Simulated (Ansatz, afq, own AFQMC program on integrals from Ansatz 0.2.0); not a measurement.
# GaBr− (doublet): AFQMC on the coupled-cluster ladder, aug-cc-pVDZ, part 2 of 2

Ansatz 0.2.0, Gaussian basis, and an in-house AFQMC program (afq) on its integrals; all values are calculated; aug-cc-pVDZ, frozen cores. The steps go on from the part before.

**13. CCSD(T) on UHF**

in.yaml

```yaml
crystal:
  periodic: [false, false, false]
  atoms:
    - {symbol: Ga, position_ang: [0.000000, 0.000000, 0.000000]}
    - {symbol: Br, position_ang: [0.000000, 0.000000, 2.415800]}
basis:
  gaussian: {orbitals: aug-cc-pVDZ}
total_charge: -1
magnetization: {spin_polarized: true, initial_magnetization: 1}
correlation: {method: ccsd_t, electrons: outside_noble_gas, hamiltonian_folder: ham}
```

Command:

```
$ ansatz run in.yaml --threads 1 --pin off --events-out ev --progress --plain --max-ram 1843MiB
```

The log of the run, shortened:

```text
Functional definition: HF
  name "HF"
  cite "Fock, Z. Phys. 61, 126 (1930) doi:10.1007/BF01340294"
  parent pbe
[...]
803 factors; integrals over basis functions are off by at most 8.3e-4 eV
[...]
mean field -122333.67189195 eV, -4495.6795212881 hartree, gradient 4.9e-6 eV, S^2 0.765297; 20 other end points of the search recorded, 0 dependent functions left out
determinant -122333.67189195 eV, -4495.6795212881 hartree, with singles and doubles -122338.94520243 eV, -4495.8733118738 hartree
determinant -122332.91526943 eV, -4495.6517159235 hartree, with singles and doubles -122338.13244610 eV, -4495.8434436298 hartree
determinant -122332.37444918 eV, -4495.6318411458 hartree, with singles and doubles -122337.67721266 eV, -4495.8267141092 hartree
determinant -122332.23124962 eV, -4495.6265786590 hartree, with singles and doubles -122337.48532212 eV, -4495.8196622621 hartree
determinant -122330.57688165 eV, -4495.5657817576 hartree, with singles and doubles -122335.78871463 eV, -4495.7573130867 hartree
determinant -122330.24173766 eV, -4495.5534654431 hartree, with singles and doubles -122335.07949367 eV, -4495.7312496972 hartree
determinant -122330.21098856 eV, -4495.5523354346 hartree, with singles and doubles -122334.85979268 eV, -4495.7231758349 hartree
28 core orbitals not correlated: weight in the atoms' cores, before any rotation towards them, 0.996 or more for the frozen orbitals, at most 0.005 for the correlated occupied ones
reference -122333.67189195 eV, -4495.6795212881 hartree; 6, 5 occupied and 38, 39 virtual orbitals, 803 factors
second order -4.66845281 eV of doubles, -0.00000000 eV of singles
cycle   1  -5.27338267 eV  change   -7.2e-5 eV  update   5.1e-4
[...]
cycle   7  -5.27340848 eV  change    6.4e-6 eV  update   5.4e-6
perturbative correction -0.16027916 eV, -0.0058901504 hartree
Total energy: -122339.10557958 eV, -4495.8792056255 hartree
```

It took 43 s on 1 thread of Arm Neoverse V1, shared host; peak memory 0.35 GiB.

From the report: ⟨S²⟩ of the determinant 0.765 (pure doublet: 0.75); correlation -5.4337 eV; T1 0.015; largest double amplitude 0.08.

This run also writes the integrals to the folder ham.

**14. CCSDT(Q) on UHF**

Edit in.yaml of step 13 so:

```diff
@@ -9,2 +9,2 @@
 magnetization: {spin_polarized: true, initial_magnetization: 1}
-correlation: {method: ccsd_t, electrons: outside_noble_gas, hamiltonian_folder: ham}
+correlation: {method: ccsdt_q, electrons: outside_noble_gas}
```

The command is unchanged.

The log of the run, shortened:

```text
Functional definition: HF
  name "HF"
  cite "Fock, Z. Phys. 61, 126 (1930) doi:10.1007/BF01340294"
  parent pbe
[...]
1302 factors; integrals over basis functions are off by at most 1.4e-7 eV
[...]
mean field -122333.67197653 eV, -4495.6795243965 hartree, gradient 4.2e-6 eV, S^2 0.765297; 20 other end points of the search recorded, 0 dependent functions left out
determinant -122333.67197653 eV, -4495.6795243965 hartree, with singles and doubles -122338.94528822 eV, -4495.8733150265 hartree
determinant -122332.91535364 eV, -4495.6517190180 hartree, with singles and doubles -122338.13253039 eV, -4495.8434467272 hartree
determinant -122332.37453289 eV, -4495.6318442220 hartree, with singles and doubles -122337.67727324 eV, -4495.8267163357 hartree
determinant -122332.23133444 eV, -4495.6265817759 hartree, with singles and doubles -122337.48540698 eV, -4495.8196653805 hartree
determinant -122330.57695564 eV, -4495.5657844764 hartree, with singles and doubles -122335.78214754 eV, -4495.7570717507 hartree
determinant -122330.24184109 eV, -4495.5534692440 hartree, with singles and doubles -122335.08026126 eV, -4495.7312779056 hartree
determinant -122330.21107240 eV, -4495.5523385156 hartree, with singles and doubles -122334.85987839 eV, -4495.7231789847 hartree
28 core orbitals not correlated: weight in the atoms' cores, before any rotation towards them, 0.996 or more for the frozen orbitals, at most 0.005 for the correlated occupied ones
reference -122333.67197653 eV, -4495.6795243965 hartree; 6, 5 occupied and 38, 39 virtual orbitals, 1302 factors
second order -4.66845648 eV of doubles, -0.00000000 eV of singles
cycle   1  -5.08272473 eV  change   -4.1e-1 eV  update   8.0e-2
[...]
cycle  17  -5.45411556 eV  change   -3.3e-7 eV  update   4.6e-7
perturbative correction -0.01155059 eV, -0.0004244763 hartree
Total energy: -122339.13764268 eV, -4495.8803839226 hartree
```

Run time: 1.9 min. Hardware: 1 thread of Arm Neoverse V1, shared host; peak memory 0.68 GiB.

From the report: ⟨S²⟩ of the determinant 0.765 (pure doublet: 0.75); correlation -5.4657 eV; T1 0.016; largest double amplitude 0.08.

**15. CCSD(T) on UHF**

in.yaml

```yaml
crystal:
  periodic: [false, false, false]
  atoms:
    - {symbol: Ga, position_ang: [0.000000, 0.000000, 0.000000]}
    - {symbol: Br, position_ang: [0.000000, 0.000000, 2.415800]}
basis:
  gaussian: {orbitals: "def2-TZVPPD.json"}
total_charge: -1
magnetization: {spin_polarized: true, initial_magnetization: 1}
correlation: {method: ccsd_t, electrons: outside_noble_gas}
```

Same command.

The log of the run, shortened:

```text
Functional definition: HF
  name "HF"
  cite "Fock, Z. Phys. 61, 126 (1930) doi:10.1007/BF01340294"
  parent pbe
[...]
710 factors; integrals over basis functions are off by at most 1.1e-3 eV
[...]
mean field -122335.17465184 eV, -4495.7347466954 hartree, gradient 4.9e-6 eV, S^2 0.769990; 13 other end points of the search recorded, 0 dependent functions left out
determinant -122335.17465184 eV, -4495.7347466954 hartree, with singles and doubles -122341.83684672 eV, -4495.9795778415 hartree
determinant -122333.84203030 eV, -4495.6857737570 hartree, with singles and doubles -122340.48675190 eV, -4495.9299627719 hartree
determinant -122333.59710180 eV, -4495.6767728009 hartree, with singles and doubles -122340.42226064 eV, -4495.9275927619 hartree
determinant -122332.98117672 eV, -4495.6541379718 hartree, with singles and doubles -122339.61522848 eV, -4495.8979348769 hartree
determinant -122331.90762632 eV, -4495.6146857220 hartree, with singles and doubles -122338.69599189 eV, -4495.8641535556 hartree
28 core orbitals not correlated: weight in the atoms' cores, before any rotation towards them, 0.995 or more for the frozen orbitals, at most 0.007 for the correlated occupied ones
reference -122335.17465184 eV, -4495.7347466954 hartree; 6, 5 occupied and 77, 78 virtual orbitals, 710 factors
second order -5.94574762 eV of doubles, -0.00000000 eV of singles
cycle   1  -6.60569135 eV  change   -2.1e-1 eV  update   1.9e-2
[...]
cycle   8  -6.61570457 eV  change   -8.4e-6 eV  update   1.2e-5
perturbative correction -0.28168919 eV, -0.0103518867 hartree
Total energy: -122342.07204560 eV, -4495.9882212409 hartree
```

Run time: 50 s. Hardware: 1 thread of Arm Neoverse V1, shared host; peak memory 0.41 GiB.

From the report: ⟨S²⟩ of the determinant 0.770 (pure doublet: 0.75); correlation -6.8974 eV; T1 0.015; largest double amplitude 0.05.

**16. Phaseless AFQMC, CISD trial on UHF**

It reads the integrals that the CCSD(T) run on this determinant wrote.

Command:

```
$ afq ham --method phaseless --trial cisd --walkers 60 --populations 1 --least-time 40 --time-step 0.005 --steps-per-block 50 --equilibration-blocks 28 --max-blocks 300 --target-error 0.0004 --factor-cut 1e-05 --start spin_pure --seed 6620 --release-times 0.24,0.51,0.99,1.62,2.4 --release-step 0.03 --release-every 4 --taylor-order 6
```

The log of the run:

```text
orbitals 44  electrons 6 5  factors 334 of 803
reference energy -4495.67952129 Eh
CCSD correlation -0.19379404 Eh in 12 cycles, weight of the determinant in the CISD state 0.8741
energy of the start -4495.872819 Eh
 block  time / (1/Eh)  mean weight  energy / Eh
     1     0.250  0.9989  -4495.870244
     2     0.500  0.9994  -4495.870882
     3     0.750  0.9997  -4495.872458
     4     1.000  1.0007  -4495.876227
     5     1.250  0.9982  -4495.873698
     6     1.500  0.9989  -4495.873614
     7     1.750  0.9972  -4495.874667
     8     2.000  1.0000  -4495.873100
     9     2.250  1.0017  -4495.873144
    10     2.500  0.9982  -4495.874813
    13     3.250  0.9991  -4495.873959
    17     4.250  0.9997  -4495.878108
    21     5.250  0.9992  -4495.882533
    25     6.250  1.0004  -4495.886207
    29     7.250  0.9999  -4495.885322
    33     8.250  1.0001  -4495.883951
    37     9.250  0.9989  -4495.880171
    41    10.250  0.9993  -4495.882729
    45    11.250  0.9998  -4495.877595
    49    12.250  1.0010  -4495.878995
    53    13.250  1.0018  -4495.877463
    57    14.250  0.9986  -4495.874342
    61    15.250  0.9996  -4495.878900
    65    16.250  1.0004  -4495.879397
    69    17.250  0.9991  -4495.878936
    73    18.250  0.9987  -4495.878409
    77    19.250  0.9986  -4495.883110
    81    20.250  1.0009  -4495.879081
    85    21.250  0.9991  -4495.883989
    89    22.250  1.0001  -4495.881440
    93    23.250  0.9983  -4495.879282
    97    24.250  1.0012  -4495.877583
   101    25.250  1.0025  -4495.877218
   105    26.250  0.9998  -4495.887220
   109    27.250  0.9994  -4495.877921
   113    28.250  0.9999  -4495.880175
   117    29.250  1.0009  -4495.878697
   121    30.250  0.9984  -4495.882241
   125    31.250  1.0005  -4495.878775
   129    32.250  0.9996  -4495.880174
   133    33.250  1.0011  -4495.881620
   137    34.250  1.0004  -4495.880434
   141    35.250  1.0002  -4495.878087
   145    36.250  1.0007  -4495.875833
   149    37.250  1.0017  -4495.882903
   153    38.250  1.0015  -4495.878815
   157    39.250  1.0003  -4495.881531
   161    40.250  1.0005  -4495.879443
   165    41.250  0.9984  -4495.880372
   169    42.250  1.0013  -4495.877506
   173    43.250  1.0003  -4495.879737
   177    44.250  1.0010  -4495.879834
   181    45.250  0.9992  -4495.877025
   185    46.250  1.0004  -4495.881953
   189    47.250  1.0019  -4495.878756
   193    48.250  1.0013  -4495.879997
   197    49.250  1.0004  -4495.882774
blocks merged  error / Eh  count
     1  0.000225  170
     2  0.000280  85
     4  0.000324  42
     8  0.000337  21
    16  0.000321  10
released: time / (1/Eh)  energy / Eh  error  mean overlap
  0.24  -4495.880377  0.000371  0.9968
  0.51  -4495.880116  0.000332  0.9906
  0.99  -4495.880486  0.000395  0.9864
  1.62  -4495.880144  0.000470  0.9875
  2.40  -4495.880079  0.000467  1.0069
energy -4495.879907 +/- 0.000337 Eh
```

It took 6.5 min on 1 thread of Arm Neoverse V1, shared host; peak memory 0.35 GiB.

Energy -122339.1247 ± 0.0092 eV. Caveats: constraint bias not in the error.

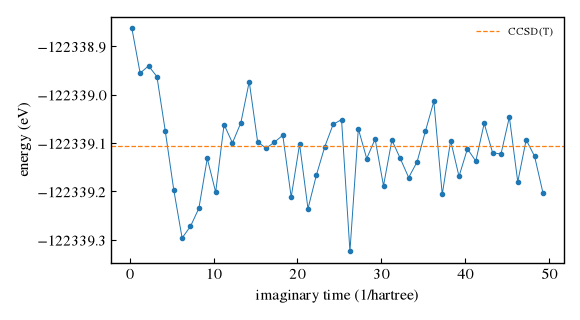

Block energies along the walk.

**17. Phaseless AFQMC, single-determinant trial on UHF**

It reads the integrals that the CCSD(T) run on this determinant wrote.

Command:

```
$ afq ham --method phaseless --trial hf --walkers 120 --populations 1 --least-time 40 --time-step 0.005 --steps-per-block 20 --equilibration-blocks 112 --max-blocks 600 --target-error 0.0012000000000000001 --factor-cut 1e-05 --start spin_pure --seed 6739 --taylor-order 6
```

The log of the run:

```text
orbitals 44  electrons 6 5  factors 334 of 803
reference energy -4495.67952129 Eh
CCSD correlation -0.19379404 Eh in 12 cycles, weight of the determinant in the CISD state 0.8741
energy of the start -4495.679635 Eh
 block  time / (1/Eh)  mean weight  energy / Eh
     1     0.100  1.0006  -4495.712198
     2     0.200  1.0011  -4495.737738
     3     0.300  1.0013  -4495.758498
     4     0.400  1.0013  -4495.777739
     5     0.500  1.0029  -4495.793849
     6     0.600  1.0011  -4495.799503
     7     0.700  1.0008  -4495.807435
     8     0.800  0.9990  -4495.814281
     9     0.900  0.9998  -4495.824929
    10     1.000  1.0004  -4495.832883
    18     1.800  1.0006  -4495.857401
    35     3.500  1.0011  -4495.864821
    52     5.200  1.0013  -4495.877809
    69     6.900  1.0000  -4495.873749
    86     8.600  1.0006  -4495.887225
   103    10.300  1.0007  -4495.880901
   120    12.000  0.9997  -4495.917195
   137    13.700  0.9995  -4495.874699
   154    15.400  1.0003  -4495.893557
   171    17.100  1.0015  -4495.877699
   188    18.800  0.9995  -4495.871667
   205    20.500  1.0002  -4495.852135
   222    22.200  1.0006  -4495.882912
   239    23.900  1.0017  -4495.889367
   256    25.600  1.0002  -4495.865581
   273    27.300  0.9990  -4495.887593
   290    29.000  1.0001  -4495.881537
   307    30.700  1.0004  -4495.905986
   324    32.400  0.9990  -4495.875423
   341    34.100  1.0004  -4495.887451
   358    35.800  0.9993  -4495.896916
   375    37.500  0.9995  -4495.863112
   392    39.200  0.9986  -4495.890323
   409    40.900  1.0000  -4495.872101
   426    42.600  1.0012  -4495.891677
   443    44.300  1.0010  -4495.898382
   460    46.000  1.0007  -4495.875907
   477    47.700  1.0000  -4495.868927
   494    49.400  1.0022  -4495.863939
   511    51.100  1.0011  -4495.869306
   528    52.800  1.0013  -4495.874016
   545    54.500  1.0010  -4495.884298
   562    56.200  0.9993  -4495.885497
   579    57.900  1.0003  -4495.882147
   596    59.600  1.0028  -4495.902989
   613    61.300  1.0001  -4495.890413
   630    63.000  1.0005  -4495.863619
   647    64.700  1.0004  -4495.885039
   664    66.400  1.0015  -4495.861559
   681    68.100  1.0007  -4495.875113
   698    69.800  0.9997  -4495.892179
blocks merged  error / Eh  count
     1  0.000557  600
     2  0.000753  300
     4  0.001008  150
     8  0.001282  75
    16  0.001524  37
    32  0.001646  18
    64  0.001127  9
energy -4495.879994 +/- 0.001646 Eh
```

Wall time 6.2 min (1 thread of Arm Neoverse V1, shared host); peak memory 0.35 GiB.

Energy -122339.1270 ± 0.0448 eV. Caveats: constraint bias not in the error.

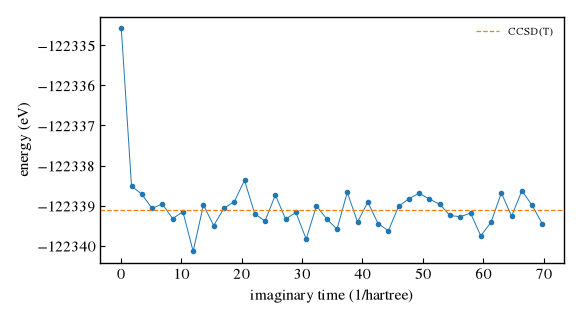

Block energies along the walk.

**18. Free-projection AFQMC, CISD trial on UHF**

It reads the integrals that the CCSD(T) run on this determinant wrote.

Command:

```
$ afq ham --method free --trial cisd --walkers 60 --time-step 0.03 --max-blocks 80 --target-error 0.0004 --factor-cut 1e-05 --seed 2783 --times 0,0.21,0.42,0.81,1.2,1.8,2.4,3 --taylor-order 8
```

The log of the run:

```text
orbitals 44  electrons 6 5  factors 334 of 803
reference energy -4495.67952129 Eh
CCSD correlation -0.19379404 Eh in 12 cycles, weight of the determinant in the CISD state 0.8741
repeat  energy at the last time / Eh  error
    10  -4495.881374  0.001300
    20  -4495.880194  0.000773
    30  -4495.880053  0.000577
    40  -4495.880283  0.000491
    50  -4495.880432  0.000464
    60  -4495.880358  0.000456
    70  -4495.880420  0.000411
    80  -4495.880225  0.000374
time / (1/Eh)  energy / Eh  error  mean overlap
  0.00  -4495.873336  0.000164  1.1438
  0.21  -4495.875866  0.000167  1.1420
  0.42  -4495.877181  0.000196  1.1421
  0.81  -4495.878659  0.000189  1.1406
  1.20  -4495.879398  0.000218  1.1305
  1.80  -4495.880003  0.000255  1.1207
  2.40  -4495.880321  0.000293  1.1084
  3.00  -4495.880225  0.000374  1.1095
energy -4495.880225 +/- 0.000374 Eh
```

It took 6.5 min on 1 thread of Arm Neoverse V1, shared host; peak memory 0.35 GiB.

Energy -122339.1333 ± 0.0102 eV. Caveats: remainder of the start not in the error.

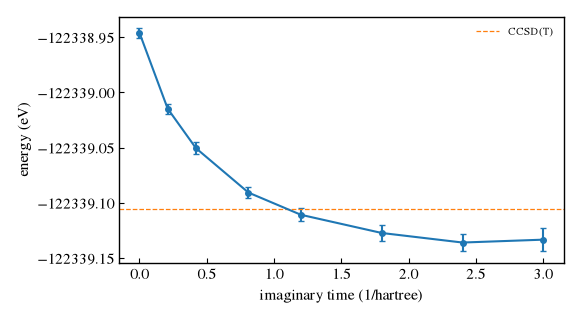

Energy against projection time, with error bars.

**19. AFQMC on the ladder**

On the ROHF determinant, counted from CCSDT(Q) (a yardstick, not exact):

| level | energy (eV) | from CCSDT(Q) (kcal/mol) | statistical error (kcal/mol) | time |
| --- | --- | --- | --- | --- |
| HF | -122333.6081 | +127.47 |  |  |
| MP2 | -122338.3523 | +18.06 |  |  |
| CCSD | -122338.9416 | +4.48 |  |  |
| CCSD(T) | -122339.1045 | +0.72 |  |  |
| CCSDT(Q) | -122339.1356 | 0.00 |  |  |
| Phaseless AFQMC, CISD trial, step 0.005, 60 walkers | -122339.1072 | +0.66 | 0.22 | 6.5 min |
| Phaseless AFQMC, single-determinant trial, step 0.005, 120 walkers | -122339.1379 | -0.05 | 1.34 | 6.3 min |
| Free-projection AFQMC, CISD trial, step 0.03, 60 walkers | -122339.1347 | +0.02 | 0.24 | 6.4 min |

On the UHF determinant, counted from CCSDT(Q) (a yardstick, not exact):

| level | energy (eV) | from CCSDT(Q) (kcal/mol) | statistical error (kcal/mol) | time |
| --- | --- | --- | --- | --- |
| HF | -122333.6719 | +126.04 |  |  |
| MP2 | -122338.3403 | +18.39 |  |  |
| CCSD | -122338.9453 | +4.44 |  |  |
| CCSD(T) | -122339.1056 | +0.74 |  |  |
| CCSDT(Q) | -122339.1376 | 0.00 |  |  |
| Phaseless AFQMC, CISD trial, step 0.005, 60 walkers | -122339.1247 | +0.30 | 0.21 | 6.5 min |
| Phaseless AFQMC, single-determinant trial, step 0.005, 120 walkers | -122339.1270 | +0.24 | 1.03 | 6.2 min |
| Free-projection AFQMC, CISD trial, step 0.03, 60 walkers | -122339.1333 | +0.10 | 0.23 | 6.5 min |

The functionals' totals stand on their own zeros and serve differences with other points: PBE -122406.521 eV; r2SCAN -122424.107 eV; PBE0 -122409.938 eV; B3LYP -122427.186 eV; wB97M-V -122418.235 eV; B2PLYP -122401.860 eV.

**20. Results**

The summary covers parts 1 to 2.

| quantity | value |
| --- | --- |
| CCSD(T) on ROHF from CCSDT(Q) | +0.72 kcal/mol |
| Phaseless AFQMC, CISD trial on ROHF from CCSDT(Q) | +0.66 ± 0.22 kcal/mol |
| Phaseless AFQMC, single-determinant trial on ROHF from CCSDT(Q) | -0.05 ± 1.34 kcal/mol |
| Free-projection AFQMC, CISD trial on ROHF from CCSDT(Q) | +0.02 ± 0.24 kcal/mol |
| CCSD(T) on UHF from CCSDT(Q) | +0.74 kcal/mol |
| Phaseless AFQMC, CISD trial on UHF from CCSDT(Q) | +0.30 ± 0.21 kcal/mol |
| Phaseless AFQMC, single-determinant trial on UHF from CCSDT(Q) | +0.24 ± 1.03 kcal/mol |
| Free-projection AFQMC, CISD trial on UHF from CCSDT(Q) | +0.10 ± 0.23 kcal/mol |

What this shows: On ROHF the phaseless walk with the CISD trial lies +0.66 kcal/mol from CCSDT(Q), within three error bars. Free projection has no constraint; at the last time it gives +0.02 ± 0.24 kcal/mol. On UHF the phaseless walk with the CISD trial lies +0.30 kcal/mol from CCSDT(Q), within three error bars. Free projection has no constraint; at the last time it gives +0.10 ± 0.23 kcal/mol, and from a start that isn't spin pure other spins can mix in. Error bars are statistical and leave out the constraint, the time step and what remains of the start.
